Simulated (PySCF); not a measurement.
## Electronic structure of CeH₈O₄ (charge +3, doublet) in real space

Input file:

```
mol = gto.M(atom='''
Ce    -0.00000     0.00000     0.00000
O      1.36777     1.37274     1.36371
H      1.93286     1.10393     2.12146
H      1.53508     2.33818     1.28827
O     -1.36777    -1.36371     1.37274
H     -1.53508    -1.28827     2.33818
H     -1.93286    -2.12146     1.10393
O      1.36777    -1.37274    -1.36371
H      1.53508    -2.33818    -1.28827
H      1.93286    -1.10393    -2.12146
O     -1.36777     1.36371    -1.37274
H     -1.93286     2.12146    -1.10393
H     -1.53508     1.28827    -2.33818''',
    basis={'Ce': 'def2-SVP', 'O': 'def2-SVP', 'H': 'def2-SVP'},
    ecp={'Ce': 'def2-SVP'},
    charge=3, spin=1)
mf = dft.UKS(mol, xc='PBE0')
mf.grids.atom_grid = (75, 302)  # f atoms: at least (60, 302), unpruned
mf = mf.density_fit()  # Ce def2-universal-JKFIT, O def2-universal-JKFIT, H def2-universal-JKFIT
mf.conv_tol = 1e-09; mf.max_cycle = 55
mf.kernel(dm0)
```

Run with:

```sh
OMP_NUM_THREADS=4 python run.py
```

All numbers below come from UKS PBE0, Ce def2-SVP with ECP28, O def2-SVP, H def2-SVP; non-relativistic Hamiltonian with scalar-relativistic core potentials where named; density fitting (PySCF).

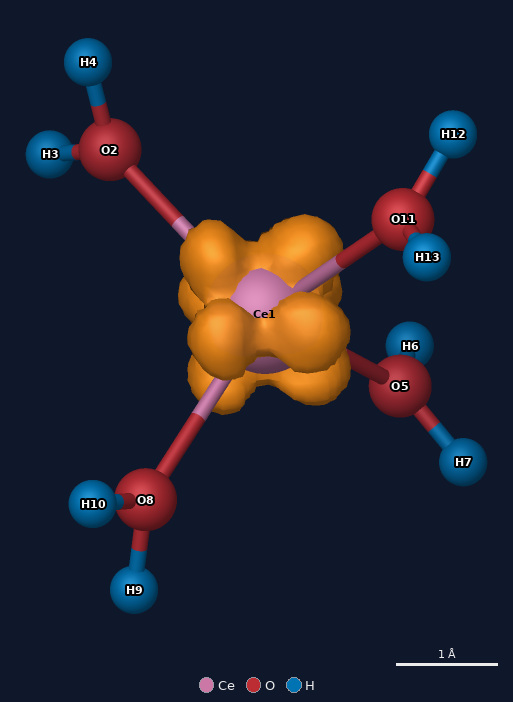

Figure 1. Isosurfaces of the spin density at +0.05 (orange) and −0.05 e/Å³ (purple), seen at an oblique angle.

Question: Which atoms carry the spin?

Answer: The unpaired spin (1 electron) lies mostly on Ce1 (about 1.0), in electrons by Hirshfeld's partition.

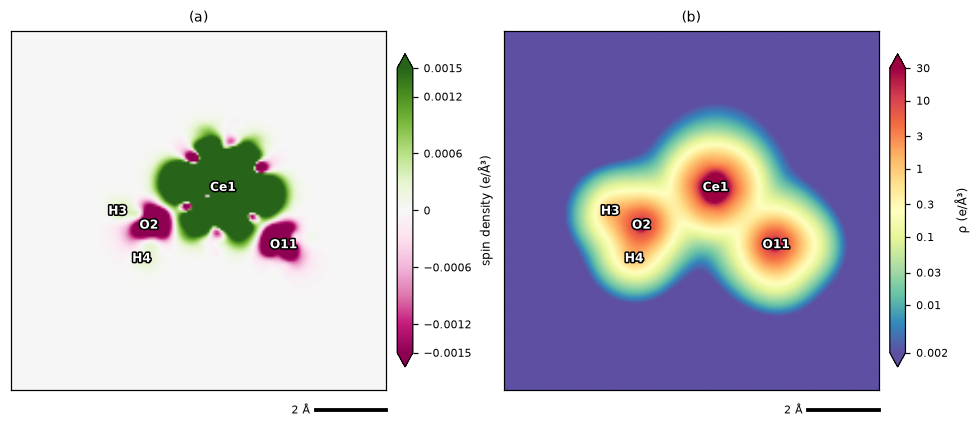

Figure 2. (a) spin density (α minus β); (b) total electron density on the plane of atoms O2, Ce1 and O11.

Question: Describe what can be read from this map.

Answer: Atoms in the plane: Ce, O and H. Ce–O (2.37 Å): ρ is about 0.45 e/Å³ halfway. O–H (0.98 Å): ρ at the midpoint is about 3.6 e/Å³.

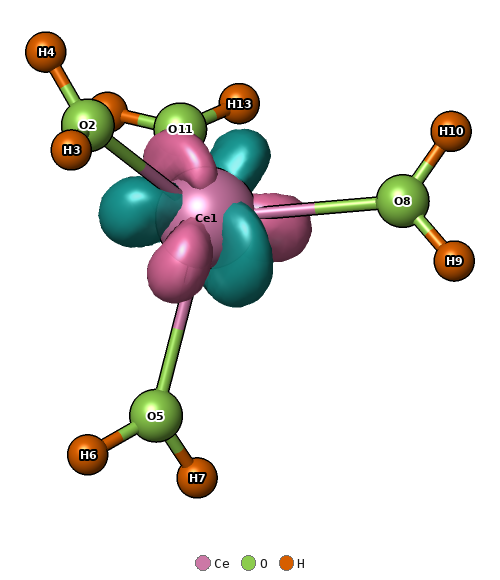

Figure 3. The LUMO (β) at ±0.2 Å⁻³ᐟ² (teal and pink are the two phases), seen at a tilt.

Question: What is the character of this orbital?

Answer: Its weight (Hirshfeld) is mainly on Ce1 (about 100 %). Its energy is −15.81 eV.
